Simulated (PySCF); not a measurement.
# [Ce(H2O)8]3+: how settings move a single point

Which settings matter for [Ce(H2O)8]3+? Each run alters one on purpose. It is a constructed species; whether it can be made isn't addressed.

Computed with PySCF 2.14.0. Level: PBE, Ce lcecp-1-SVP with ECP47, O def2-SVP, H def2-SVP; scalar-relativistic core potentials, no spin–orbit coupling.

2 further runs of the same task are left out: 2 for a known fault of the program.

**1. Starting geometry**

25 atoms, charge 3, spin multiplicity 1.

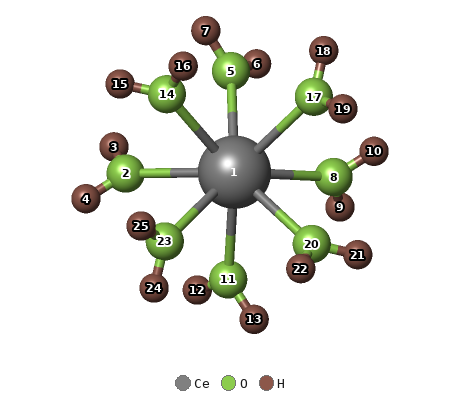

The geometry (cerium grey, oxygen green, hydrogen brown); atoms are numbered from 1 in the order of the file.

Coordinates:

```xyz
25
charge 3, multiplicity 1
Ce    0.0000    0.0000    0.0006
O     2.1370    0.0002    1.4006
H     2.3300    0.5782    2.1711
H     2.9524   -0.5356    1.2876
O    -0.0002    2.1370    1.4006
H    -0.5782    2.3300    2.1711
H     0.5356    2.9524    1.2876
O    -2.1370   -0.0002    1.4006
H    -2.3300   -0.5782    2.1711
H    -2.9524    0.5356    1.2876
O     0.0002   -2.1370    1.4006
H     0.5782   -2.3300    2.1711
H    -0.5356   -2.9524    1.2876
O     1.5091    1.5115   -1.4008
H     2.4643    1.7102   -1.2875
H     1.2363    2.0566   -2.1711
O    -1.5115    1.5091   -1.4008
H    -1.7102    2.4643   -1.2875
H    -2.0566    1.2363   -2.1711
O    -1.5091   -1.5115   -1.4008
H    -2.4643   -1.7102   -1.2875
H    -1.2363   -2.0566   -2.1711
O     1.5115   -1.5091   -1.4008
H     1.7102   -2.4643   -1.2875
H     2.0566   -1.2363   -2.1711
```

Formal oxidation states: Ce +3. Each metal's 1 4f electrons lie in its core potential, so multiplicities, spins and levels count the valence alone. An earlier session relaxed this geometry at PBE, Ce lcecp-1-SVP with ECP47, O def2-SVP, H def2-SVP (singlet, point group S8).

The sound run used a (50, 194) grid (finer on f atoms), a threshold of 1e-8 and at most 55 cycles, and ended at -641.863465 Eh.

**2. Try 1**

Contents of run.py (the lines that set the calculation):

```python
mol = gto.M(atom='''
Ce     0.00000     0.00000     0.00055
O      2.13703     0.00024     1.40056
H      2.33005     0.57823     2.17110
H      2.95244    -0.53558     1.28763
O     -0.00024     2.13703     1.40056
H     -0.57823     2.33005     2.17110
H      0.53558     2.95244     1.28763
O     -2.13703    -0.00024     1.40056
H     -2.33005    -0.57823     2.17110
H     -2.95244     0.53558     1.28763
O      0.00024    -2.13703     1.40056
H      0.57823    -2.33005     2.17110
H     -0.53558    -2.95244     1.28763
O      1.50910     1.51146    -1.40084
H      2.46430     1.71019    -1.28752
H      1.23630     2.05663    -2.17108
O     -1.51146     1.50910    -1.40084
H     -1.71019     2.46430    -1.28752
H     -2.05663     1.23630    -2.17108
O     -1.50910    -1.51146    -1.40084
H     -2.46430    -1.71019    -1.28752
H     -1.23630    -2.05663    -2.17108
O      1.51146    -1.50910    -1.40084
H      1.71019    -2.46430    -1.28752
H      2.05663    -1.23630    -2.17108''',
    basis={'Ce': 'lcecp-1-SVP', 'O': 'def2-SVP', 'H': 'def2-SVP'},
    ecp={'Ce': 'lcecp-1-SVP'},
    charge=3, spin=0)
mf = dft.RKS(mol, xc='PBE')
mf.grids.atom_grid = (50, 194)  # f atoms: unpruned, at least (60, 302)
mf = mf.density_fit()  # fitting sets: Ce AutoAux, O def2-universal-JKFIT, H def2-universal-JKFIT
mf.conv_tol = 1e-05; mf.max_cycle = 55
mf.kernel(dm0)  # dm0: free metal ions and neutral atoms
```

On the command line:

```sh
$ OMP_NUM_THREADS=4 python run.py
```

The log of the run:

```text
init E= -633.373514265492
  HOMO = -1.03372591367256  LUMO = -0.681206183415405  gap/eV = 9.59255
cycle= 1 E= -639.418950559479  delta_E= -6.05  |g|= 3.65  |ddm|= 4.39
  HOMO = -0.363431713551667  LUMO = -0.334206359872283  gap/eV = 0.79526
cycle= 2 E= -631.5054221044  delta_E= 7.91  |g|= 6.81  |ddm|= 8.74
  HOMO = -0.745100391529264  LUMO = -0.446811091622202  gap/eV = 8.11687
cycle= 3 E= -641.812936216664  delta_E= -10.3  |g|= 0.465  |ddm|= 7.24
  HOMO = -0.707756008771147  LUMO = -0.490825760808821  gap/eV = 5.90297
cycle= 4 E= -641.856169881051  delta_E= -0.0432  |g|= 0.16  |ddm|= 0.668
  HOMO = -0.697013083630657  LUMO = -0.453341587247298  gap/eV = 6.63064
cycle= 5 E= -641.863382347876  delta_E= -0.00721  |g|= 0.0146  |ddm|= 0.258
  HOMO = -0.698422321760424  LUMO = -0.457865341458987  gap/eV = 6.54589
cycle= 6 E= -641.863463063318  delta_E= -8.07e-05  |g|= 0.00223  |ddm|= 0.0287
  HOMO = -0.698279913709852  LUMO = -0.45731563348264  gap/eV = 6.55697
cycle= 7 E= -641.863464937548  delta_E= -1.87e-06  |g|= 0.000352  |ddm|= 0.00425
  HOMO = -0.698265007558498  LUMO = -0.457344058142773  gap/eV = 6.55579
Extra cycle  E= -641.863464900222  delta_E= 3.73e-08  |g|= 0.00058  |ddm|= 0.00084
converged SCF energy = -641.863464900222
```

Run time: 14 s. Hardware: 4 threads of Arm Neoverse V2, shared host.

Changed: the SCF threshold (1e-05). It converges in 7 cycles, at the sound run's energy within 0.001 eV, with a largest force component of 0.01 eV/Å. The result survives the change.

**3. Try 2**

run.py (the lines that set the calculation): that of step 2 with these lines changed.

```diff
@@ -30,5 +30,5 @@
 mf = dft.RKS(mol, xc='PBE')
-mf.grids.atom_grid = (50, 194)  # f atoms: unpruned, at least (60, 302)
+mf.grids.atom_grid = (15, 26)  # f atoms: unpruned
 mf = mf.density_fit()  # fitting sets: Ce AutoAux, O def2-universal-JKFIT, H def2-universal-JKFIT
-mf.conv_tol = 1e-05; mf.max_cycle = 55
+mf.conv_tol = 1e-08; mf.max_cycle = 55
 mf.kernel(dm0)  # dm0: free metal ions and neutral atoms
```

On the command line:

```sh
$ OMP_NUM_THREADS=4 python run.py
```

The log of the run:

```text
init E= -633.170999667372
  HOMO = -1.02952799711377  LUMO = -0.690446735706743  gap/eV = 9.22687
cycle= 1 E= -639.220916631085  delta_E= -6.05  |g|= 3.65  |ddm|= 4.41
  HOMO = -0.361557372692954  LUMO = -0.33714032009814  gap/eV = 0.66442
cycle= 2 E= -631.109841683518  delta_E= 8.11  |g|= 6.86  |ddm|= 8.97
  HOMO = -0.743487213276037  LUMO = -0.454961165566267  gap/eV = 7.85119
cycle= 3 E= -641.602082391885  delta_E= -10.5  |g|= 0.495  |ddm|= 7.52
  HOMO = -0.705528400065987  LUMO = -0.50023541953723  gap/eV = 5.58631
cycle= 4 E= -641.650627822977  delta_E= -0.0485  |g|= 0.17  |ddm|= 0.711
  HOMO = -0.693791635853773  LUMO = -0.460367852753052  gap/eV = 6.35178
cycle= 5 E= -641.658826352181  delta_E= -0.0082  |g|= 0.0183  |ddm|= 0.275
  HOMO = -0.694935544196928  LUMO = -0.464559016668012  gap/eV = 6.26886
cycle= 6 E= -641.658908642395  delta_E= -8.23e-05  |g|= 0.0124  |ddm|= 0.0325
  HOMO = -0.695085694317597  LUMO = -0.464549256228338  gap/eV = 6.27322
cycle= 7 E= -641.658935414183  delta_E= -2.68e-05  |g|= 0.00289  |ddm|= 0.0101
  HOMO = -0.694973205188018  LUMO = -0.464240005370094  gap/eV = 6.27857
cycle= 8 E= -641.65893726139  delta_E= -1.85e-06  |g|= 0.000189  |ddm|= 0.00295
  HOMO = -0.694968455199906  LUMO = -0.464245109299906  gap/eV = 6.27830
cycle= 9 E= -641.658937269537  delta_E= -8.15e-09  |g|= 3.24e-05  |ddm|= 0.000284
  HOMO = -0.694965867553511  LUMO = -0.464247739986426  gap/eV = 6.27816
Extra cycle  E= -641.658937269489  delta_E= 4.77e-11  |g|= 3.75e-05  |ddm|= 6.16e-05
converged SCF energy = -641.658937269489
```

It took 9.2 s on 4 threads of Arm Neoverse V2, shared host.

Changed: the integration grid, to (15, 26). It converges in 9 cycles, +5.565 eV from the sound run, with a largest force component of 2.28 eV/Å. The setting is unsound, so these numbers aren't the compound's.

**4. Try 3**

run.py (the lines that set the calculation): that of step 3 with these lines changed.

```diff
@@ -30,5 +30,5 @@
 mf = dft.RKS(mol, xc='PBE')
-mf.grids.atom_grid = (15, 26)  # f atoms: unpruned
+mf.grids.atom_grid = (50, 194)  # f atoms: unpruned, at least (60, 302)
 mf = mf.density_fit()  # fitting sets: Ce AutoAux, O def2-universal-JKFIT, H def2-universal-JKFIT
 mf.conv_tol = 1e-08; mf.max_cycle = 55
-mf.kernel(dm0)  # dm0: free metal ions and neutral atoms
+mf.kernel(dm0)  # dm0: smeared density
```

On the command line:

```sh
$ OMP_NUM_THREADS=4 python run.py
```

The log of the run:

```text
init E= -641.82385670087
  HOMO = -0.700296299553719  LUMO = -0.454095684281789  gap/eV = 6.69946
cycle= 1 E= -641.863160258331  delta_E= -0.0393  |g|= 0.0349  |ddm|= 0.0805
  HOMO = -0.695765160320451  LUMO = -0.460630325877528  gap/eV = 6.39834
cycle= 2 E= -641.862703362745  delta_E= 0.000457  |g|= 0.0616  |ddm|= 0.0936
  HOMO = -0.698670532396007  LUMO = -0.45863535965665  gap/eV = 6.53169
cycle= 3 E= -641.863455394674  delta_E= -0.000752  |g|= 0.0057  |ddm|= 0.0473
  HOMO = -0.698217702619644  LUMO = -0.457290488060913  gap/eV = 6.55596
cycle= 4 E= -641.863464882018  delta_E= -9.49e-06  |g|= 0.000631  |ddm|= 0.00957
  HOMO = -0.698268855487314  LUMO = -0.457324170264513  gap/eV = 6.55644
cycle= 5 E= -641.863464962151  delta_E= -8.01e-08  |g|= 8.21e-05  |ddm|= 0.000577
  HOMO = -0.698273518233744  LUMO = -0.457332957845743  gap/eV = 6.55633
cycle= 6 E= -641.86346496262  delta_E= -4.69e-10  |g|= 6.92e-05  |ddm|= 0.000118
  HOMO = -0.698272974774886  LUMO = -0.457332334274479  gap/eV = 6.55633
Extra cycle  E= -641.863464960107  delta_E= 2.51e-09  |g|= 0.000136  |ddm|= 0.000138
converged SCF energy = -641.863464960107
```

It took 14 s on 4 threads of Arm Neoverse V2, shared host.

Changed: the starting guess (smeared density). It converges in 6 cycles, at the sound run's energy within 0.001 eV, with a largest force component of 0.01 eV/Å. The result survives the change.

**5. Try 4**

Contents of run.py (the lines that set the calculation):

```python
mol = gto.M(atom='''
Ce     0.00000     0.00000     0.00057
O      2.24388     0.00026     1.47059
H      2.44655     0.60714     2.27966
H      3.10006    -0.56236     1.35202
O     -0.00026     2.24388     1.47059
H     -0.60714     2.44655     2.27966
H      0.56236     3.10006     1.35202
O     -2.24388    -0.00026     1.47059
H     -2.44655    -0.60714     2.27966
H     -3.10006     0.56236     1.35202
O      0.00026    -2.24388     1.47059
H      0.60714    -2.44655     2.27966
H     -0.56236    -3.10006     1.35202
O      1.58456     1.58703    -1.47088
H      2.58751     1.79570    -1.35190
H      1.29811     2.15946    -2.27963
O     -1.58703     1.58456    -1.47088
H     -1.79570     2.58751    -1.35190
H     -2.15946     1.29811    -2.27963
O     -1.58456    -1.58703    -1.47088
H     -2.58751    -1.79570    -1.35190
H     -1.29811    -2.15946    -2.27963
O      1.58703    -1.58456    -1.47088
H      1.79570    -2.58751    -1.35190
H      2.15946    -1.29811    -2.27963''',
    basis={'Ce': 'lcecp-1-SVP', 'O': 'def2-SVP', 'H': 'def2-SVP'},
    ecp={'Ce': 'lcecp-1-SVP'},
    charge=3, spin=0)
mf = dft.RKS(mol, xc='PBE')
mf.grids.atom_grid = (50, 194)  # f atoms: unpruned, at least (60, 302)
mf = mf.density_fit()  # fitting sets: Ce AutoAux, O def2-universal-JKFIT, H def2-universal-JKFIT
mf.conv_tol = 1e-08; mf.max_cycle = 55
mf.kernel(dm0)  # dm0: free metal ions and neutral atoms
```

On the command line:

```sh
$ OMP_NUM_THREADS=4 python run.py
```

The log of the run:

```text
init E= -632.938458929065
  HOMO = -0.99954231462697  LUMO = -0.663848882147992  gap/eV = 9.13468
cycle= 1 E= -639.249565371594  delta_E= -6.31  |g|= 3.69  |ddm|= 4.19
  HOMO = -0.333645044891424  LUMO = -0.32412116107344  gap/eV = 0.25916
cycle= 2 E= -628.676365749223  delta_E= 10.6  |g|= 7.33  |ddm|= 9.08
  HOMO = -0.723272070259896  LUMO = -0.443286393647291  gap/eV = 7.61880
cycle= 3 E= -641.729183195323  delta_E= -13.1  |g|= 0.595  |ddm|= 7.73
  HOMO = -0.692509969215973  LUMO = -0.517834878122116  gap/eV = 4.75315
cycle= 4 E= -641.804595061207  delta_E= -0.0754  |g|= 0.225  |ddm|= 1.01
  HOMO = -0.674987846602734  LUMO = -0.462560250839619  gap/eV = 5.78045
cycle= 5 E= -641.820232953779  delta_E= -0.0156  |g|= 0.0216  |ddm|= 0.374
  HOMO = -0.676904523731805  LUMO = -0.469142097142218  gap/eV = 5.65350
cycle= 6 E= -641.820421472644  delta_E= -0.000189  |g|= 0.00337  |ddm|= 0.0418
  HOMO = -0.676670700226751  LUMO = -0.468436603234284  gap/eV = 5.66634
cycle= 7 E= -641.820424544787  delta_E= -3.07e-06  |g|= 0.00197  |ddm|= 0.00527
  HOMO = -0.676656576219183  LUMO = -0.46842446898183  gap/eV = 5.66628
cycle= 8 E= -641.820425245723  delta_E= -7.01e-07  |g|= 0.000394  |ddm|= 0.0015
  HOMO = -0.676649395285963  LUMO = -0.46844271396342  gap/eV = 5.66559
cycle= 9 E= -641.820425277157  delta_E= -3.14e-08  |g|= 4.29e-05  |ddm|= 0.000396
  HOMO = -0.676646911482906  LUMO = -0.468440972047713  gap/eV = 5.66557
cycle= 10 E= -641.820425277497  delta_E= -3.4e-10  |g|= 9.02e-06  |ddm|= 3.11e-05
  HOMO = -0.676645516799763  LUMO = -0.468440111354354  gap/eV = 5.66556
Extra cycle  E= -641.820425277468  delta_E= 2.93e-11  |g|= 1.53e-05  |ddm|= 1.64e-05
converged SCF energy = -641.820425277468
```

It took 16 s on 4 threads of Arm Neoverse V2, shared host.

Changed: the scale of all coordinates (1.05). It converges in 10 cycles, +1.171 eV from the sound run, with a largest force component of 1.93 eV/Å. The setting is unsound, so these numbers aren't the compound's.

**6. Try 5**

Contents of run.py (the lines that set the calculation):

```python
mol = gto.M(atom='''
Ce     0.00000     0.00000     0.00055
O      2.13703     0.00024     1.40056
H      2.33005     0.57823     2.17110
H      2.95244    -0.53558     1.28763
O     -0.00024     2.13703     1.40056
H     -0.57823     2.33005     2.17110
H      0.53558     2.95244     1.28763
O     -2.13703    -0.00024     1.40056
H     -2.33005    -0.57823     2.17110
H     -2.95244     0.53558     1.28763
O      0.00024    -2.13703     1.40056
H      0.57823    -2.33005     2.17110
H     -0.53558    -2.95244     1.28763
O      1.50910     1.51146    -1.40084
H      2.46430     1.71019    -1.28752
H      1.23630     2.05663    -2.17108
O     -1.51146     1.50910    -1.40084
H     -1.71019     2.46430    -1.28752
H     -2.05663     1.23630    -2.17108
O     -1.50910    -1.51146    -1.40084
H     -0.60391    -0.41911    -0.31511
H     -1.23630    -2.05663    -2.17108
O      1.51146    -1.50910    -1.40084
H      1.71019    -2.46430    -1.28752
H      2.05663    -1.23630    -2.17108''',
    basis={'Ce': 'lcecp-1-SVP', 'O': 'def2-SVP', 'H': 'def2-SVP'},
    ecp={'Ce': 'lcecp-1-SVP'},
    charge=3, spin=0)
mf = dft.RKS(mol, xc='PBE')
mf.grids.atom_grid = (50, 194)  # f atoms: unpruned, at least (60, 302)
mf = mf.density_fit()  # fitting sets: Ce AutoAux, O def2-universal-JKFIT, H def2-universal-JKFIT
mf.conv_tol = 1e-08; mf.max_cycle = 90
mf.kernel(dm0)  # dm0: free metal ions and neutral atoms
```

On the command line:

```sh
$ OMP_NUM_THREADS=4 python run.py
```

The log of the run:

```text
init E= -632.151430772245
  HOMO = -1.00428965537295  LUMO = -0.817926419438859  gap/eV = 5.07120
cycle= 1 E= -637.658439909413  delta_E= -5.51  |g|= 3.67  |ddm|= 5.26
  HOMO = -0.392040041545423  LUMO = -0.376706585196421  gap/eV = 0.41724
cycle= 2 E= -621.798371969793  delta_E= 15.9  |g|= 7.32  |ddm|= 10.5
  HOMO = -0.561129873390394  LUMO = -0.532068345384953  gap/eV = 0.79080
cycle= 3 E= -639.194491932467  delta_E= -17.4  |g|= 1.95  |ddm|= 9.35
  HOMO = -0.624636096647368  LUMO = -0.573689184407979  gap/eV = 1.38634
cycle= 4 E= -640.118345666501  delta_E= -0.924  |g|= 0.652  |ddm|= 2.62
  HOMO = -0.680490203981627  LUMO = -0.641011364758722  gap/eV = 1.07427
cycle= 5 E= -640.153080143126  delta_E= -0.0347  |g|= 0.442  |ddm|= 1.05
  HOMO = -0.601560530359803  LUMO = -0.587276245972784  gap/eV = 0.38870
cycle= 6 E= -640.119603638419  delta_E= 0.0335  |g|= 0.54  |ddm|= 1.11
  HOMO = -0.607749448130631  LUMO = -0.5872305052761  gap/eV = 0.55835
cycle= 7 E= -640.18041354668  delta_E= -0.0608  |g|= 0.269  |ddm|= 0.511
  HOMO = -0.62174129049021  LUMO = -0.592210141555409  gap/eV = 0.80358
cycle= 8 E= -640.199651369157  delta_E= -0.0192  |g|= 0.0694  |ddm|= 0.364
  HOMO = -0.625866385732554  LUMO = -0.593073019938242  gap/eV = 0.89235
cycle= 9 E= -640.200773906919  delta_E= -0.00112  |g|= 0.0226  |ddm|= 0.0965
  HOMO = -0.626598047918475  LUMO = -0.593208609061755  gap/eV = 0.90857
cycle= 10 E= -640.200867835996  delta_E= -9.39e-05  |g|= 0.00587  |ddm|= 0.0191
  HOMO = -0.626939276536734  LUMO = -0.593430907519448  gap/eV = 0.91181
cycle= 11 E= -640.200876376315  delta_E= -8.54e-06  |g|= 0.00195  |ddm|= 0.00904
  HOMO = -0.626908456804767  LUMO = -0.593446964437785  gap/eV = 0.91053
cycle= 12 E= -640.200876456902  delta_E= -8.06e-08  |g|= 0.0016  |ddm|= 0.00211
  HOMO = -0.626985290068932  LUMO = -0.593420906219315  gap/eV = 0.91333
cycle= 13 E= -640.200877159527  delta_E= -7.03e-07  |g|= 0.000257  |ddm|= 0.00307
  HOMO = -0.626987765002741  LUMO = -0.593421586312335  gap/eV = 0.91338
cycle= 14 E= -640.200877165396  delta_E= -5.87e-09  |g|= 0.000199  |ddm|= 0.000209
  HOMO = -0.62697674326772  LUMO = -0.593423716685749  gap/eV = 0.91302
cycle= 15 E= -640.200877176561  delta_E= -1.12e-08  |g|= 3.68e-05  |ddm|= 0.000355
  HOMO = -0.626977916846264  LUMO = -0.593425772206029  gap/eV = 0.91300
cycle= 16 E= -640.200877176708  delta_E= -1.47e-10  |g|= 1.91e-05  |ddm|= 4.66e-05
  HOMO = -0.626982610453746  LUMO = -0.593422012654376  gap/eV = 0.91323
Extra cycle  E= -640.200877172484  delta_E= 4.22e-09  |g|= 0.000122  |ddm|= 0.000253
converged SCF energy = -640.200877172484
```

It took 22 s on 4 threads of Arm Neoverse V2, shared host.

Changed: one atom's place (atom 21 put 0.8 Å from the metal); the cycle limit is 90. It converges in 16 cycles, +45.241 eV from the sound run, with a largest force component of 125.04 eV/Å. The setting is unsound, so these numbers aren't the compound's.

**7. Results**

| run | changed | ending | energy change (eV) | cycles | time | usable |
| --- | --- | --- | --- | --- | --- | --- |
| 1 | the SCF threshold | converged | 0.000 | 7 | 14 s | yes |
| 2 | the integration grid | converged | +5.565 | 9 | 9.2 s | no |
| 3 | the starting guess | converged | 0.000 | 6 | 14 s | yes |
| 4 | the scale of all coordinates | converged | +1.171 | 10 | 16 s | no |
| 5 | one atom's place | converged | +45.241 | 16 | 22 s | no |

2 of 5 altered runs give a usable result. 3 ended normally with numbers unfit to quote.
